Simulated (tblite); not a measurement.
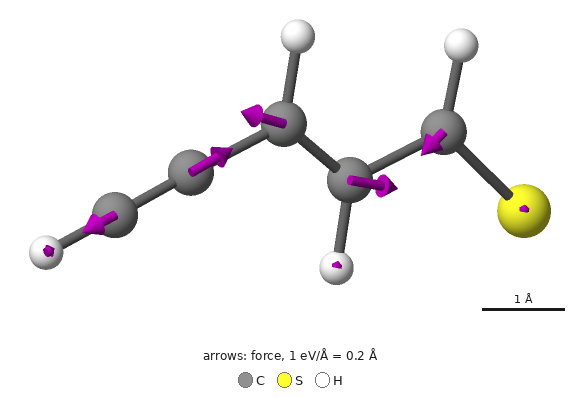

Starting geometry of C₅H₄S (charge −1, multiplicity 2) with the computed forces as purple arrows. The picture is a ball-and-stick view, seen at a tilt.

Theory: GFN2-xTB geometry optimisation, gas phase in tblite 0.8.0. 

### Is this structure relaxed? If not, where do the atoms go?

It isn't relaxed: the largest force vector, on a C atom, is 3.68 eV/Å. The final displacements follow the starting forces only in part (cosine between the two patterns 0.41). After 35 geometry steps the energy has fallen by 0.229 eV. The atom that moves furthest after the best rigid fit is the S atom (0.11 Å). Largest moves by element: S 0.11 Å, C 0.05 Å, H 0.05 Å. Near-neighbour distances that change, for instance: C–C 1.439 → 1.377 Å, C–C 1.326 → 1.388 Å, C–C 1.190 → 1.212 Å, C–H 1.069 → 1.050 Å. Among the angles between lasting bonds that change: C–C–S 119.4° → 124.8°, S–C–H 120.9° → 116.2°, C–C–H 120.5° → 118.0°. Cost: 0.15 s on 1 thread of Arm Neoverse V1, with other jobs on the host.
